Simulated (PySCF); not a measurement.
```
atom    x (Å)    y (Å)    z (Å)
   F   2.8945   1.6318   0.7313
   C   2.1599   0.4839   0.6764
  Cl   2.7749  -0.5010  -0.6801
  Si   0.2964   0.8832   0.3495
   C  -0.6097  -0.7847   0.5222
   C  -1.9630  -0.7425  -0.1570
  Cl  -2.8296   0.7376   0.3247
   H   2.3861  -0.0697   1.5917
   H   0.2179   1.4067  -1.0114
   H  -0.0910   1.8580   1.3680
   H  -0.7463  -1.0185   1.5790
   H  -0.0320  -1.6011   0.0865
   H  -1.8619  -0.6983  -1.2407
   H  -2.5969  -1.5860   0.1177
```

Geometry: GFN2-xTB.

All numbers below come from PySCF 2.14.0, PBE0/pcSseg-1, SCF density, gas phase, non-relativistic.

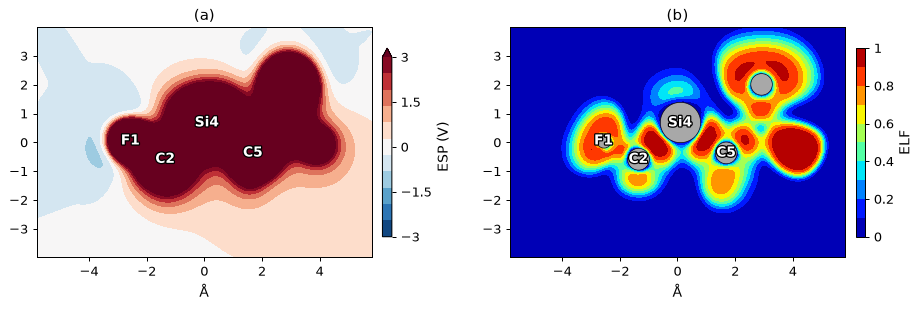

C3H7Cl2FSi. (a) electrostatic potential; (b) electron localisation function on the plane of atoms C2, Si4 and C5. Grey discs cover the atomic cores in the ELF map.

### Describe what can be read from this map.

Atoms in the plane: F, C and Si. C–F (1.36 Å): the ELF peaks at about 0.85 between the atoms, as expected for a shared but strongly polarised pair. C–Si (1.91 Å): the ELF peaks at about 0.95 between the atoms: localised, covalent bonding. The ELF also peaks beside F1 and Cl7, away from the bonds: lone-pair regions. Outside the dense part of the molecule the potential is most negative (−0.9 V) near F1.
